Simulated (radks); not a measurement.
**Nuclear size and the levels of Ga⁺**

Aim: how the total energy, the levels and the density at the nucleus of Ga⁺ respond when the nuclear radius is scaled.

Method: Dirac Kohn-Sham, exchange-only LDA, spin-unpolarised, spherical densities, finite nucleus. Code: radks (a radial shooting solver on a logarithmic mesh, Libxc functionals) version 1.

## (1) The atom as given

| Quantity | Value |
| --- | --- |
| element | gallium (Z = 31) |
| charge | +1 |
| electrons | 30 |
| configuration | [Ar] 3d10 4s2 |
| nuclear rms radius | 3.9973 fm |

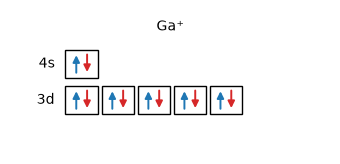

The shells outside the core, filled by Hund's rule for the drawing.

In the logs a row gives level, spin channel, occupation and eigenvalue; Etot, Ekin, Encl (electron-nucleus), Eh (Hartree) and Exc are energies, all in hartree; err is the last residual, it the number of iterations.

## (2) rms radius 3.9973 fm

Settings of this run:

```text
Z 31
configuration [Ar] 3d10 4s2 4p0 5s0
relativity Dirac
functional lda,
spin unpolarised
j_filling average
nucleus finite rms 3.9973 fm
c 137.035999084
```

The program printed:

```text
1s1/2   1   2.0000        -375.33987921
2s1/2   1   2.0000         -46.52435067
2p1/2   1   2.0000         -41.25853221
2p3/2   1   4.0000         -40.24471001
3s1/2   1   2.0000          -5.66097474
3p1/2   1   2.0000          -3.95969812
3p3/2   1   4.0000          -3.82604997
3d3/2   1   4.0000          -0.96975112
3d5/2   1   6.0000          -0.95276027
4s1/2   1   2.0000          -0.56755131
4p1/2   1   0.0000          -0.30826586
4p3/2   1   0.0000          -0.30209266
5s1/2   1   0.0000          -0.12737973
Etot -1938.258476560917
Ekin 1977.9550512235378
Encl -4675.497803916473
Eh 828.9947089573066
Exc -69.71043282528873
err 1.092835783951186e-09
it 15
```

4s1/2 is the highest filled level (-15.444 eV).

Radial moments (bohr):

| level | occupation | energy (eV) | <r> | outermost maximum (interpolated) | 90 % within | nodes |
| --- | --- | --- | --- | --- | --- | --- |
| 3p1/2 | 2 | -107.75 | 0.6729 | 0.561 | 1.04 | 1 |
| 3p3/2 | 4 | -104.11 | 0.6839 | 0.570 | 1.06 | 1 |
| 3d3/2 | 4 | -26.388 | 0.8071 | 0.530 | 1.39 | 0 |
| 3d5/2 | 6 | -25.926 | 0.8135 | 0.532 | 1.41 | 0 |
| 4s1/2 | 2 | -15.444 | 2.229 | 1.85 | 3.36 | 3 |
| 4p1/2 | 0 | -8.388 | 2.867 | 2.31 | 4.41 | 2 |
| 4p3/2 | 0 | -8.220 | 2.910 | 2.35 | 4.48 | 2 |
| 5s1/2 | 0 | -3.466 | 6.356 | 5.61 | 9.34 | 4 |

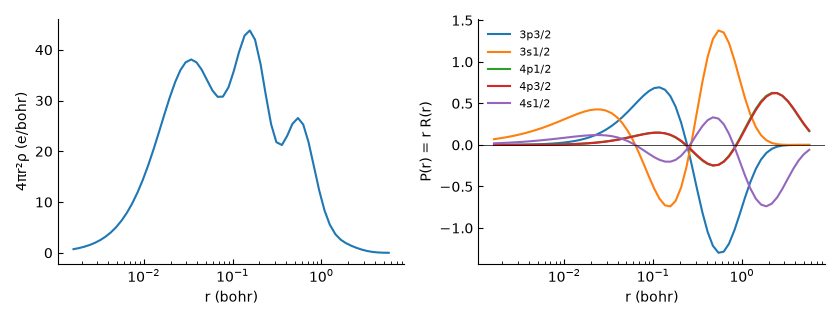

Radial density (left) and radial functions of outer levels (right).

## (3) rms radius 3.2298 fm

Changes since step 2:

```diff
@@ -6,3 +6,3 @@
 j_filling average
-nucleus finite rms 3.9973 fm
+nucleus finite rms 3.2298 fm
 c 137.035999084
```

The program printed:

```text
1s1/2   1   2.0000        -375.34140600
2s1/2   1   2.0000         -46.52449755
2p1/2   1   2.0000         -41.25851972
2p3/2   1   4.0000         -40.24469673
3s1/2   1   2.0000          -5.66099624
3p1/2   1   2.0000          -3.95969577
3p3/2   1   4.0000          -3.82604751
3d3/2   1   4.0000          -0.96974949
3d5/2   1   6.0000          -0.95275865
4s1/2   1   2.0000          -0.56755249
4p1/2   1   0.0000          -0.30826536
4p3/2   1   0.0000          -0.30209216
5s1/2   1   0.0000          -0.12737984
Etot -1938.262067451881
Ekin 1977.9679568791632
Encl -4675.514559549244
Eh 828.9950400124737
Exc -69.71050479427407
err 1.0972690178975094e-09
it 15
```

Energy against step 2 (rms radius 3.9973 fm): -0.098 eV. The top filled level is 4s1/2, -15.444 eV.

## (4) rms radius 3.6935 fm

Changes since step 3:

```diff
@@ -6,3 +6,3 @@
 j_filling average
-nucleus finite rms 3.2298 fm
+nucleus finite rms 3.6935 fm
 c 137.035999084
```

The program printed:

```text
1s1/2   1   2.0000        -375.34052007
2s1/2   1   2.0000         -46.52441232
2p1/2   1   2.0000         -41.25852697
2p3/2   1   4.0000         -40.24470444
3s1/2   1   2.0000          -5.66098377
3p1/2   1   2.0000          -3.95969714
3p3/2   1   4.0000          -3.82604894
3d3/2   1   4.0000          -0.96975043
3d5/2   1   6.0000          -0.95275959
4s1/2   1   2.0000          -0.56755181
4p1/2   1   0.0000          -0.30826565
4p3/2   1   0.0000          -0.30209245
5s1/2   1   0.0000          -0.12737978
Etot -1938.2599838176334
Ekin 1977.9604580519829
Encl -4675.504826751431
Eh 828.9948479153284
Exc -69.71046303351307
err 1.0944832338968692e-09
it 15
```

Energy against step 2 (rms radius 3.9973 fm): -0.041 eV. Highest occupied level: 4s1/2 at -15.444 eV.

## (5) rms radius 4.1652 fm

Changes since step 4:

```diff
@@ -6,3 +6,3 @@
 j_filling average
-nucleus finite rms 3.6935 fm
+nucleus finite rms 4.1652 fm
 c 137.035999084
```

The program printed:

```text
1s1/2   1   2.0000        -375.33950461
2s1/2   1   2.0000         -46.52431463
2p1/2   1   2.0000         -41.25853527
2p3/2   1   4.0000         -40.24471327
3s1/2   1   2.0000          -5.66096947
3p1/2   1   2.0000          -3.95969870
3p3/2   1   4.0000          -3.82605057
3d3/2   1   4.0000          -0.96975152
3d5/2   1   6.0000          -0.95276066
4s1/2   1   2.0000          -0.56755102
4p1/2   1   0.0000          -0.30826598
4p3/2   1   0.0000          -0.30209278
5s1/2   1   0.0000          -0.12737971
Etot -1938.2575955096527
Ekin 1977.951896586304
Encl -4675.493704659525
Eh 828.9946277311778
Exc -69.71041516760948
err 1.091987836464704e-09
it 15
```

E − E(step 2, rms radius 3.9973 fm) = +0.024 eV. Highest occupied level: 4s1/2 at -15.444 eV.

## (6) rms radius 4.7688 fm

Changes since step 5:

```diff
@@ -6,3 +6,3 @@
 j_filling average
-nucleus finite rms 4.1652 fm
+nucleus finite rms 4.7688 fm
 c 137.035999084
```

The program printed:

```text
1s1/2   1   2.0000        -375.33803844
2s1/2   1   2.0000         -46.52417358
2p1/2   1   2.0000         -41.25854727
2p3/2   1   4.0000         -40.24472602
3s1/2   1   2.0000          -5.66094883
3p1/2   1   2.0000          -3.95970095
3p3/2   1   4.0000          -3.82605294
3d3/2   1   4.0000          -0.96975309
3d5/2   1   6.0000          -0.95276222
4s1/2   1   2.0000          -0.56754988
4p1/2   1   0.0000          -0.30826646
4p3/2   1   0.0000          -0.30209326
5s1/2   1   0.0000          -0.12737960
Etot -1938.2541471922307
Ekin 1977.9395850699484
Encl -4675.477696028086
Eh 828.9943098251899
Exc -69.71034605928303
err 1.088391270126546e-09
it 15
```

E − E(step 2, rms radius 3.9973 fm) = +0.118 eV. Highest occupied level: 4s1/2 at -15.444 eV.

## (7) Summary of results

| rms radius (fm) | total energy shift (eV) | density at nucleus (e/bohr³) | 1s1/2 shift (meV) | 2s1/2 shift (meV) | 2p1/2 shift (meV) | 3s1/2 shift (meV) | 3p1/2 shift (meV) |
| --- | --- | --- | --- | --- | --- | --- | --- |
| 3.2298 | -0.0977 | 2.847e+04 | -41.5 | -4.00 | 0.340 | -0.585 | 0.0639 |
| 3.6935 | -0.0410 | 2.824e+04 | -17.4 | -1.68 | 0.143 | -0.246 | 0.0268 |
| 3.9973 | 0 | 2.81e+04 | 0 | 0 | 0 | 0 | 0 |
| 4.1652 | 0.0240 | 2.804e+04 | 10.2 | 0.981 | -0.0834 | 0.144 | -0.0157 |
| 4.7688 | 0.118 | 2.781e+04 | 50.1 | 4.82 | -0.410 | 0.705 | -0.0770 |

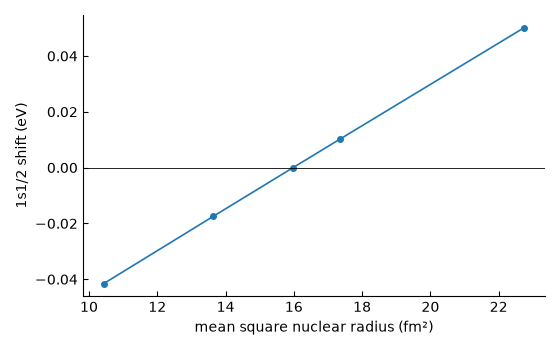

Shift of the 1s1/2 level against the mean square radius.

What this shows: Shifts are against the first run. Over the range the 1s1/2 level moves by 0.0916 eV and the 3p1/2 level by -0.141 meV. A larger nucleus binds the 1s electrons less and lowers the density at its centre. These are shifts of eigenvalues, not the field shifts of spectral lines.
